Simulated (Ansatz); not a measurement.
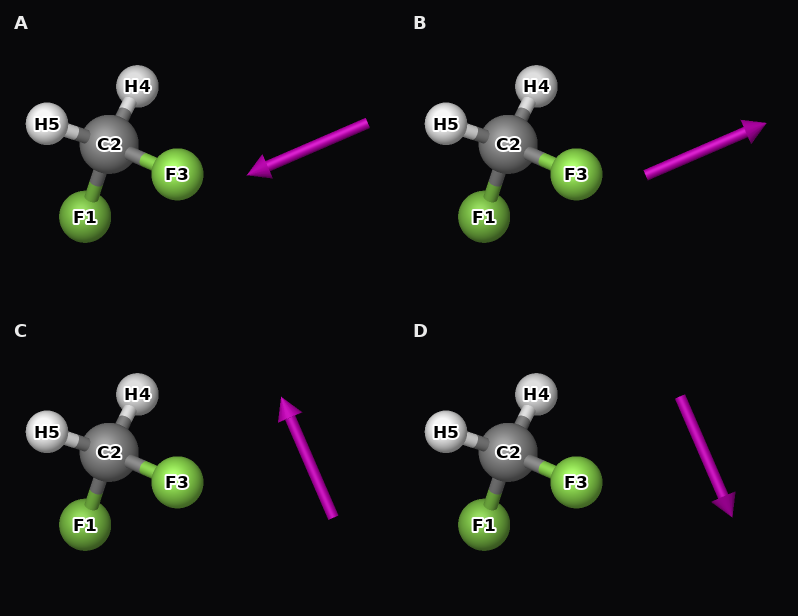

The same molecule four times, each with an arrow. The geometry was computed by an optimisation with PBE0-D4/def2-TZVP. No frequency run is at hand to confirm it as a minimum. Properties computed with RKS PBE0-D4/def2-TZVP (Ansatz 0.2.0).

Question: Which arrow points along the dipole moment, from the negative to the positive end?

Answer: C. The dipole moment is 1.86 D; it points from the side of F1, F3 to the side of H4, H5 (the outermost atoms at the two ends).
